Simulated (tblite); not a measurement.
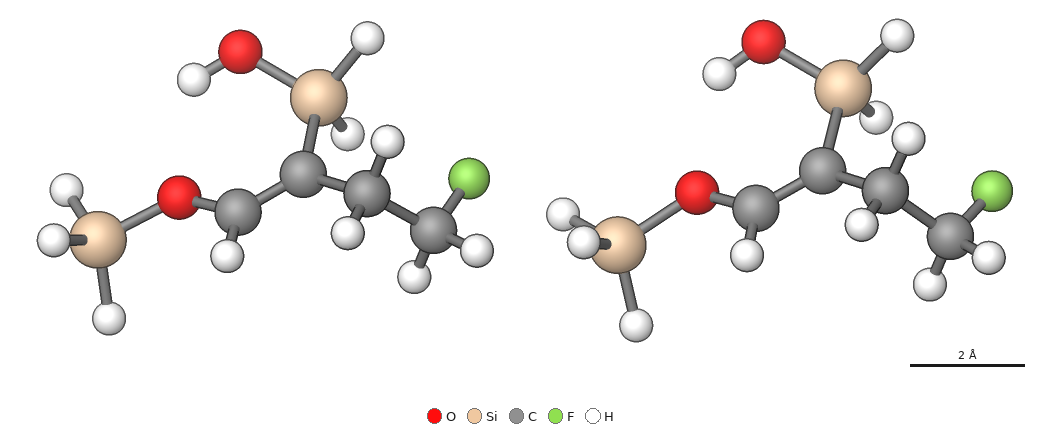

Two geometries of C₄H₁₁FO₂Si₂, drawn at one scale. One is the start of a relaxation, the other its converged end. The picture is a ball-and-stick view, seen at a tilt.

Method: tblite 0.8.0, GFN2-xTB geometry optimisation, gas phase. 

Question: Which of the two is the end point?

Answer: The left one is the relaxed one. The atom that moves furthest after the best rigid fit is an H atom (0.60 Å). By element the largest moves are H 0.60 Å, F 0.23 Å, O 0.22 Å, C 0.20 Å, Si 0.19 Å. Among the contacts that change: O–Si 1.672 → 1.626 Å, C–Si 1.867 → 1.896 Å, H–Si 1.492 → 1.465 Å, C–C 1.524 → 1.500 Å. Bond angles that change, for instance: C–O–Si 120.4° → 131.9°, O–Si–H 108.9° → 98.9°, O–Si–H 109.4° → 102.3°. Over 105 geometry steps the energy falls by 6.14 kcal/mol.
